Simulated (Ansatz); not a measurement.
Molecular dynamics of CH9NSi (part 1 of 5)

The run: molecular dynamics of CH9NSi. Method and program: RKS B3LYP-D4/6-31G* (Ansatz 0.2.0).

It belongs to a series of runs on one base structure; here: dynamics from the highest image of the converged band. Figures and captions count atoms from 1; the log counts them from 0 in places.

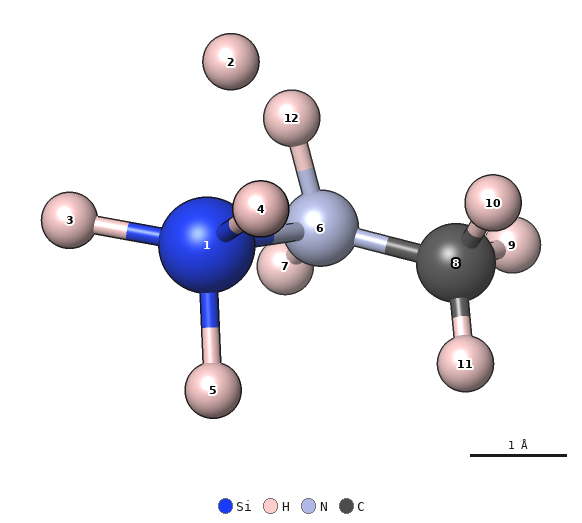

**Figure 1.** The structure as given in the input (ball-and-stick view, seen at a tilt; atoms are numbered from 1 in the order of the input). Bond lengths as drawn: C–H 1.09 Å, C–N 1.48 Å, H–N 1.02 to 1.20 Å, H–Si 1.48 to 1.51 Å and N–Si 1.90 Å.

Summary:

- outcome: finished
- mean temperature over the second half: 1383 K
- trajectory: 111 steps, 55.5 fs
- ensemble: nve
- temperature in the input: 100.0 K
- time step: 0.5 fs
- potential energy (last step): −10550.8641 eV
- mean-field energy (last step): −10550.6121 eV
- largest force (length of the vector) (last step): 2.199 eV/Å
- hardware: 1 thread of Arm Neoverse V2, 24 GiB of memory available, shared host
- wall time: 4 min
- peak memory: 0.13 GiB

Notes:

So short a trajectory is not equilibrated.

Input file:
```yaml
crystal:
  periodic: [false, false, false]
  atoms:
    - { symbol: Si, position_ang: [-0.290552, 0.157266, -0.019521] }
    - { symbol: H, position_ang: [0.487381, -0.147335, 1.785325] }
    - { symbol: H, position_ang: [0.574801, -0.969919, -0.435943] }
    - { symbol: H, position_ang: [0.298507, 1.510831, 0.089807] }
    - { symbol: H, position_ang: [-1.241971, 0.298246, -1.189901] }
    - { symbol: "N", position_ang: [-1.651042, -0.23783, 1.240727] }
    - { symbol: H, position_ang: [-2.133626, -1.119584, 1.051321] }
    - { symbol: C, position_ang: [-2.591942, 0.846862, 1.581577] }
    - { symbol: H, position_ang: [-3.297342, 0.51408, 2.34784] }
    - { symbol: H, position_ang: [-2.013877, 1.686123, 1.980356] }
    - { symbol: H, position_ang: [-3.146132, 1.184956, 0.70037] }
    - { symbol: H, position_ang: [-0.662106, -0.326197, 1.920444] }
basis:
  gaussian: { orbitals: "6-31G*" }
hamiltonian:
  xc: b3lyp
  dispersion: d4
md:
  timestep: 0.5
  n_steps: 111
  ensemble: nve
  temperature: 100.0
  initial_velocities: maxwell_boltzmann
  seed: 7818
```

Launch command:
```bash
ansatz run input.yaml --threads 1 --pin off --max-ram 2048MiB --backend cpu --events-out ev --progress --plain --runs-dir out
```

Log:
```
Engine: ansatz 0.2.0, aarch64-unknown-linux-gnu
Functional definition: B3LYP
  parameter a0 = 0.2
  parameter ax = 0.72
  parameter ac = 0.81
  exchange = (1 - a0 - ax)*slater_x + ax*b88_x + a0*exact_x
  correlation = (1 - ac)*vwn_rpa_c + ac*lyp_c
808 factors; integrals over basis functions are off by at most 6.6e-4 eV
mean field evaluation 1: about -10544.8267 eV, gradient 4.4e1 eV
mean field evaluation 2: about -10540.5621 eV, gradient 6.2e1 eV
mean field evaluation 4: about -10548.9398 eV, gradient 2.5e0 eV
mean field evaluation 8: about -10548.9655 eV, gradient 8.0e-2 eV
mean field evaluation 16: about -10548.9655 eV, gradient 1.4e-5 eV
mean field -10548.96548700 eV, -387.6673313016 hartree, gradient 1.4e-5 eV, S^2 0.000000; 0 other end points of the search recorded, 0 dependent functions left out
the calculation of the forces begins
reference -10548.96570732 eV, -387.6673393984 hartree; 18, 18 occupied and 49, 49 virtual orbitals, 808 factors
md step     0: t =     0.00 fs  T =   100.0 K  F+E_penalty+E_count = -10549.30932056 eV  E_kin = 0.129260 eV  conserved = -10549.18006056 eV  (24 SCF iters)
these checks for a lower state are left out or cut short: starts, cluster_reference, orbital_swaps, neighbouring_geometries, increment
808 factors; integrals over basis functions are off by at most 6.7e-4 eV
mean field -10548.96271852 eV, -387.6672295618 hartree, gradient 9.0e-6 eV, S^2 0.000000; 0 other end points of the search recorded, 0 dependent functions left out
the calculation of the forces begins
reference -10548.96293893 eV, -387.6672376618 hartree; 18, 18 occupied and 49, 49 virtual orbitals, 808 factors
md step     1: t =     0.50 fs  T =    98.0 K  F+E_penalty+E_count = -10549.30669908 eV  E_kin = 0.126678 eV  conserved = -10549.18002118 eV  (23 SCF iters)
[... from here on the SCF iterations and repeated set-up lines of each step are left out, up to the last step ...]
md step     2: t =     1.00 fs  T =    92.5 K  F+E_penalty+E_count = -10549.29947890 eV  E_kin = 0.119573 eV  conserved = -10549.17990582 eV  (23 SCF iters)
md step     3: t =     1.50 fs  T =    84.9 K  F+E_penalty+E_count = -10549.28947712 eV  E_kin = 0.109727 eV  conserved = -10549.17975045 eV  (23 SCF iters)
md step     4: t =     2.00 fs  T =    77.0 K  F+E_penalty+E_count = -10549.27912750 eV  E_kin = 0.099521 eV  conserved = -10549.17960623 eV  (22 SCF iters)
md step     5: t =     2.50 fs  T =    70.5 K  F+E_penalty+E_count = -10549.27069017 eV  E_kin = 0.091173 eV  conserved = -10549.17951722 eV  (22 SCF iters)
md step     6: t =     3.00 fs  T =    66.6 K  F+E_penalty+E_count = -10549.26557219 eV  E_kin = 0.086072 eV  conserved = -10549.17950056 eV  (21 SCF iters)
md step     7: t =     3.50 fs  T =    65.4 K  F+E_penalty+E_count = -10549.26406232 eV  E_kin = 0.084522 eV  conserved = -10549.17954001 eV  (22 SCF iters)
md step     8: t =     4.00 fs  T =    66.5 K  F+E_penalty+E_count = -10549.26557233 eV  E_kin = 0.085974 eV  conserved = -10549.17959790 eV  (23 SCF iters)
md step     9: t =     4.50 fs  T =    69.3 K  F+E_penalty+E_count = -10549.26921299 eV  E_kin = 0.089578 eV  conserved = -10549.17963522 eV  (23 SCF iters)
md step    10: t =     5.00 fs  T =    73.3 K  F+E_penalty+E_count = -10549.27439879 eV  E_kin = 0.094770 eV  conserved = -10549.17962840 eV  (22 SCF iters)
md step    11: t =     5.50 fs  T =    78.6 K  F+E_penalty+E_count = -10549.28122523 eV  E_kin = 0.101651 eV  conserved = -10549.17957472 eV  (22 SCF iters)
md step    12: t =     6.00 fs  T =    85.9 K  F+E_penalty+E_count = -10549.29052746 eV  E_kin = 0.111040 eV  conserved = -10549.17948764 eV  (24 SCF iters)
md step    13: t =     6.50 fs  T =    96.2 K  F+E_penalty+E_count = -10549.30368367 eV  E_kin = 0.124296 eV  conserved = -10549.17938776 eV  (24 SCF iters)
md step    14: t =     7.00 fs  T =   110.6 K  F+E_penalty+E_count = -10549.32230184 eV  E_kin = 0.143007 eV  conserved = -10549.17929450 eV  (24 SCF iters)
md step    15: t =     7.50 fs  T =   130.5 K  F+E_penalty+E_count = -10549.34792071 eV  E_kin = 0.168699 eV  conserved = -10549.17922212 eV  (24 SCF iters)
md step    16: t =     8.00 fs  T =   156.8 K  F+E_penalty+E_count = -10549.38179701 eV  E_kin = 0.202615 eV  conserved = -10549.17918158 eV  (24 SCF iters)
md step    17: t =     8.50 fs  T =   190.0 K  F+E_penalty+E_count = -10549.42476481 eV  E_kin = 0.245597 eV  conserved = -10549.17916786 eV  (24 SCF iters, 3 dispersion substeps)
md step    18: t =     9.00 fs  T =   230.5 K  F+E_penalty+E_count = -10549.47708682 eV  E_kin = 0.297884 eV  conserved = -10549.17920284 eV  (24 SCF iters, 3 dispersion substeps)
md step    19: t =     9.50 fs  T =   277.5 K  F+E_penalty+E_count = -10549.53802121 eV  E_kin = 0.358690 eV  conserved = -10549.17933095 eV  (24 SCF iters, 3 dispersion substeps)
md step    20: t =    10.00 fs  T =   328.3 K  F+E_penalty+E_count = -10549.60395881 eV  E_kin = 0.424359 eV  conserved = -10549.17960023 eV  (24 SCF iters, 3 dispersion substeps)
md step    21: t =    10.50 fs  T =   380.1 K  F+E_penalty+E_count = -10549.67109787 eV  E_kin = 0.491310 eV  conserved = -10549.17978837 eV  (25 SCF iters, 3 dispersion substeps)
md step    22: t =    11.00 fs  T =   437.7 K  F+E_penalty+E_count = -10549.74601135 eV  E_kin = 0.565766 eV  conserved = -10549.18024550 eV  (24 SCF iters, 3 dispersion substeps)
md step    23: t =    11.50 fs  T =   497.1 K  F+E_penalty+E_count = -10549.82325352 eV  E_kin = 0.642554 eV  conserved = -10549.18069931 eV  (24 SCF iters, 3 dispersion substeps)
md step    24: t =    12.00 fs  T =   553.3 K  F+E_penalty+E_count = -10549.89592007 eV  E_kin = 0.715192 eV  conserved = -10549.18072803 eV  (24 SCF iters, 3 dispersion substeps)
md step    25: t =    12.50 fs  T =   607.9 K  F+E_penalty+E_count = -10549.96580022 eV  E_kin = 0.785739 eV  conserved = -10549.18006080 eV  (24 SCF iters, 3 dispersion substeps)
md step    26: t =    13.00 fs  T =   669.6 K  F+E_penalty+E_count = -10550.04463888 eV  E_kin = 0.865491 eV  conserved = -10549.17914834 eV  (24 SCF iters, 3 dispersion substeps)
md step    27: t =    13.50 fs  T =   748.2 K  F+E_penalty+E_count = -10550.14621001 eV  E_kin = 0.967116 eV  conserved = -10549.17909362 eV  (24 SCF iters, 3 dispersion substeps)
md step    28: t =    14.00 fs  T =   843.6 K  F+E_penalty+E_count = -10550.27076342 eV  E_kin = 1.090466 eV  conserved = -10549.18029731 eV  (24 SCF iters, 3 dispersion substeps)
md step    29: t =    14.50 fs  T =   942.4 K  F+E_penalty+E_count = -10550.39992239 eV  E_kin = 1.218142 eV  conserved = -10549.18178061 eV  (24 SCF iters, 3 dispersion substeps)
md step    30: t =    15.00 fs  T =  1027.5 K  F+E_penalty+E_count = -10550.51057315 eV  E_kin = 1.328136 eV  conserved = -10549.18243675 eV  (24 SCF iters, 3 dispersion substeps)
md step    31: t =    15.50 fs  T =  1090.2 K  F+E_penalty+E_count = -10550.59127606 eV  E_kin = 1.409184 eV  conserved = -10549.18209239 eV  (24 SCF iters, 3 dispersion substeps)
md step    32: t =    16.00 fs  T =  1133.2 K  F+E_penalty+E_count = -10550.64594456 eV  E_kin = 1.464720 eV  conserved = -10549.18122486 eV  (24 SCF iters, 3 dispersion substeps)
md step    33: t =    16.50 fs  T =  1165.7 K  F+E_penalty+E_count = -10550.68720545 eV  E_kin = 1.506843 eV  conserved = -10549.18036284 eV  (24 SCF iters, 3 dispersion substeps)
md step    34: t =    17.00 fs  T =  1197.6 K  F+E_penalty+E_count = -10550.72776872 eV  E_kin = 1.547992 eV  conserved = -10549.17977662 eV  (24 SCF iters, 3 dispersion substeps)
md step    35: t =    17.50 fs  T =  1234.9 K  F+E_penalty+E_count = -10550.77577425 eV  E_kin = 1.596275 eV  conserved = -10549.17949936 eV  (24 SCF iters, 3 dispersion substeps)
md step    36: t =    18.00 fs  T =  1280.8 K  F+E_penalty+E_count = -10550.83511602 eV  E_kin = 1.655557 eV  conserved = -10549.17955862 eV  (24 SCF iters, 3 dispersion substeps)
md step    37: t =    18.50 fs  T =  1334.8 K  F+E_penalty+E_count = -10550.90541613 eV  E_kin = 1.725338 eV  conserved = -10549.18007789 eV  (24 SCF iters, 3 dispersion substeps)
md step    38: t =    19.00 fs  T =  1391.1 K  F+E_penalty+E_count = -10550.97915905 eV  E_kin = 1.798078 eV  conserved = -10549.18108139 eV  (24 SCF iters, 3 dispersion substeps)
md step    39: t =    19.50 fs  T =  1438.1 K  F+E_penalty+E_count = -10551.04107743 eV  E_kin = 1.858894 eV  conserved = -10549.18218314 eV  (23 SCF iters, 3 dispersion substeps)
md step    40: t =    20.00 fs  T =  1464.3 K  F+E_penalty+E_count = -10551.07531120 eV  E_kin = 1.892752 eV  conserved = -10549.18255962 eV  (23 SCF iters, 3 dispersion substeps)
md step    41: t =    20.50 fs  T =  1467.5 K  F+E_penalty+E_count = -10551.07838241 eV  E_kin = 1.896939 eV  conserved = -10549.18144316 eV  (24 SCF iters, 3 dispersion substeps)
md step    42: t =    21.00 fs  T =  1461.9 K  F+E_penalty+E_count = -10551.06909552 eV  E_kin = 1.889711 eV  conserved = -10549.17938455 eV  (24 SCF iters, 3 dispersion substeps)
md step    43: t =    21.50 fs  T =  1469.7 K  F+E_penalty+E_count = -10551.07833909 eV  E_kin = 1.899780 eV  conserved = -10549.17855946 eV  (24 SCF iters, 3 dispersion substeps)
md step    44: t =    22.00 fs  T =  1499.3 K  F+E_penalty+E_count = -10551.11797198 eV  E_kin = 1.937932 eV  conserved = -10549.18003955 eV  (24 SCF iters, 3 dispersion substeps)
md step    45: t =    22.50 fs  T =  1535.1 K  F+E_penalty+E_count = -10551.16632169 eV  E_kin = 1.984242 eV  conserved = -10549.18207921 eV  (24 SCF iters, 3 dispersion substeps)
md step    46: t =    23.00 fs  T =  1554.5 K  F+E_penalty+E_count = -10551.19214293 eV  E_kin = 2.009372 eV  conserved = -10549.18277092 eV  (24 SCF iters, 3 dispersion substeps)
md step    47: t =    23.50 fs  T =  1547.8 K  F+E_penalty+E_count = -10551.18277300 eV  E_kin = 2.000733 eV  conserved = -10549.18204032 eV  (24 SCF iters, 3 dispersion substeps)
md step    48: t =    24.00 fs  T =  1521.5 K  F+E_penalty+E_count = -10551.14744146 eV  E_kin = 1.966671 eV  conserved = -10549.18077065 eV  (24 SCF iters, 3 dispersion substeps)
md step    49: t =    24.50 fs  T =  1489.4 K  F+E_penalty+E_count = -10551.10493302 eV  E_kin = 1.925240 eV  conserved = -10549.17969312 eV  (24 SCF iters, 3 dispersion substeps)
md step    50: t =    25.00 fs  T =  1464.2 K  F+E_penalty+E_count = -10551.07169685 eV  E_kin = 1.892590 eV  conserved = -10549.17910641 eV  (24 SCF iters, 3 dispersion substeps)
md step    51: t =    25.50 fs  T =  1452.6 K  F+E_penalty+E_count = -10551.05662792 eV  E_kin = 1.877587 eV  conserved = -10549.17904067 eV  (22 SCF iters, 3 dispersion substeps)
md step    52: t =    26.00 fs  T =  1455.5 K  F+E_penalty+E_count = -10551.06085046 eV  E_kin = 1.881331 eV  conserved = -10549.17951917 eV  (24 SCF iters, 3 dispersion substeps)
md step    53: t =    26.50 fs  T =  1467.3 K  F+E_penalty+E_count = -10551.07721830 eV  E_kin = 1.896685 eV  conserved = -10549.18053345 eV  (24 SCF iters, 3 dispersion substeps)
md step    54: t =    27.00 fs  T =  1476.5 K  F+E_penalty+E_count = -10551.09024537 eV  E_kin = 1.908479 eV  conserved = -10549.18176665 eV  (24 SCF iters, 3 dispersion substeps)
md step    55: t =    27.50 fs  T =  1469.4 K  F+E_penalty+E_count = -10551.08180102 eV  E_kin = 1.899351 eV  conserved = -10549.18245019 eV  (25 SCF iters, 3 dispersion substeps)
md step    56: t =    28.00 fs  T =  1440.4 K  F+E_penalty+E_count = -10551.04353564 eV  E_kin = 1.861861 eV  conserved = -10549.18167489 eV  (24 SCF iters, 3 dispersion substeps)
md step    57: t =    28.50 fs  T =  1400.2 K  F+E_penalty+E_count = -10550.98943637 eV  E_kin = 1.809855 eV  conserved = -10549.17958153 eV  (24 SCF iters, 3 dispersion substeps)
md step    58: t =    29.00 fs  T =  1371.8 K  F+E_penalty+E_count = -10550.95141497 eV  E_kin = 1.773214 eV  conserved = -10549.17820108 eV  (24 SCF iters, 3 dispersion substeps)
md step    59: t =    29.50 fs  T =  1369.6 K  F+E_penalty+E_count = -10550.94958610 eV  E_kin = 1.770389 eV  conserved = -10549.17919662 eV  (23 SCF iters, 3 dispersion substeps)
md step    60: t =    30.00 fs  T =  1383.5 K  F+E_penalty+E_count = -10550.96954056 eV  E_kin = 1.788254 eV  conserved = -10549.18128646 eV  (24 SCF iters, 3 dispersion substeps)
md step    61: t =    30.50 fs  T =  1390.6 K  F+E_penalty+E_count = -10550.97973248 eV  E_kin = 1.797435 eV  conserved = -10549.18229776 eV  (25 SCF iters, 3 dispersion substeps)
md step    62: t =    31.00 fs  T =  1377.8 K  F+E_penalty+E_count = -10550.96277627 eV  E_kin = 1.780961 eV  conserved = -10549.18181512 eV  (25 SCF iters, 3 dispersion substeps)
md step    63: t =    31.50 fs  T =  1348.5 K  F+E_penalty+E_count = -10550.92375854 eV  E_kin = 1.743099 eV  conserved = -10549.18065995 eV  (23 SCF iters, 3 dispersion substeps)
md step    64: t =    32.00 fs  T =  1315.0 K  F+E_penalty+E_count = -10550.87934472 eV  E_kin = 1.699738 eV  conserved = -10549.17960715 eV  (24 SCF iters, 3 dispersion substeps)
md step    65: t =    32.50 fs  T =  1289.4 K  F+E_penalty+E_count = -10550.84561302 eV  E_kin = 1.666618 eV  conserved = -10549.17899515 eV  (24 SCF iters, 3 dispersion substeps)
md step    66: t =    33.00 fs  T =  1278.9 K  F+E_penalty+E_count = -10550.83204719 eV  E_kin = 1.653165 eV  conserved = -10549.17888254 eV  (22 SCF iters, 3 dispersion substeps)
md step    67: t =    33.50 fs  T =  1285.1 K  F+E_penalty+E_count = -10550.84044633 eV  E_kin = 1.661163 eV  conserved = -10549.17928371 eV  (22 SCF iters, 3 dispersion substeps)
md step    68: t =    34.00 fs  T =  1303.2 K  F+E_penalty+E_count = -10550.86465815 eV  E_kin = 1.684469 eV  conserved = -10549.18018932 eV  (24 SCF iters, 3 dispersion substeps)
md step    69: t =    34.50 fs  T =  1322.5 K  F+E_penalty+E_count = -10550.89078536 eV  E_kin = 1.709435 eV  conserved = -10549.18134997 eV  (25 SCF iters, 3 dispersion substeps)
md step    70: t =    35.00 fs  T =  1330.4 K  F+E_penalty+E_count = -10550.90179323 eV  E_kin = 1.719712 eV  conserved = -10549.18208118 eV  (25 SCF iters, 3 dispersion substeps)
md step    71: t =    35.50 fs  T =  1320.7 K  F+E_penalty+E_count = -10550.88857689 eV  E_kin = 1.707098 eV  conserved = -10549.18147897 eV  (23 SCF iters, 3 dispersion substeps)
md step    72: t =    36.00 fs  T =  1302.0 K  F+E_penalty+E_count = -10550.86256273 eV  E_kin = 1.683019 eV  conserved = -10549.17954347 eV  (24 SCF iters, 3 dispersion substeps)
md step    73: t =    36.50 fs  T =  1296.0 K  F+E_penalty+E_count = -10550.85340465 eV  E_kin = 1.675237 eV  conserved = -10549.17816751 eV  (24 SCF iters, 3 dispersion substeps)
md step    74: t =    37.00 fs  T =  1316.6 K  F+E_penalty+E_count = -10550.88099137 eV  E_kin = 1.701829 eV  conserved = -10549.17916231 eV  (22 SCF iters, 3 dispersion substeps)
md step    75: t =    37.50 fs  T =  1353.3 K  F+E_penalty+E_count = -10550.93073048 eV  E_kin = 1.749309 eV  conserved = -10549.18142123 eV  (25 SCF iters, 3 dispersion substeps)
md step    76: t =    38.00 fs  T =  1381.7 K  F+E_penalty+E_count = -10550.96865556 eV  E_kin = 1.786023 eV  conserved = -10549.18263207 eV  (25 SCF iters, 3 dispersion substeps)
md step    77: t =    38.50 fs  T =  1386.6 K  F+E_penalty+E_count = -10550.97448551 eV  E_kin = 1.792301 eV  conserved = -10549.18218468 eV  (25 SCF iters, 3 dispersion substeps)
md step    78: t =    39.00 fs  T =  1370.7 K  F+E_penalty+E_count = -10550.95270273 eV  E_kin = 1.771816 eV  conserved = -10549.18088699 eV  (24 SCF iters, 3 dispersion substeps)
md step    79: t =    39.50 fs  T =  1348.0 K  F+E_penalty+E_count = -10550.92203711 eV  E_kin = 1.742417 eV  conserved = -10549.17961998 eV  (24 SCF iters, 3 dispersion substeps)
md step    80: t =    40.00 fs  T =  1333.0 K  F+E_penalty+E_count = -10550.90185742 eV  E_kin = 1.723010 eV  conserved = -10549.17884774 eV  (24 SCF iters, 3 dispersion substeps)
md step    81: t =    40.50 fs  T =  1334.9 K  F+E_penalty+E_count = -10550.90421397 eV  E_kin = 1.725502 eV  conserved = -10549.17871174 eV  (23 SCF iters, 3 dispersion substeps)
md step    82: t =    41.00 fs  T =  1355.4 K  F+E_penalty+E_count = -10550.93126099 eV  E_kin = 1.752040 eV  conserved = -10549.17922057 eV  (23 SCF iters, 3 dispersion substeps)
md step    83: t =    41.50 fs  T =  1388.5 K  F+E_penalty+E_count = -10550.97505434 eV  E_kin = 1.794759 eV  conserved = -10549.18029526 eV  (24 SCF iters, 3 dispersion substeps)
```
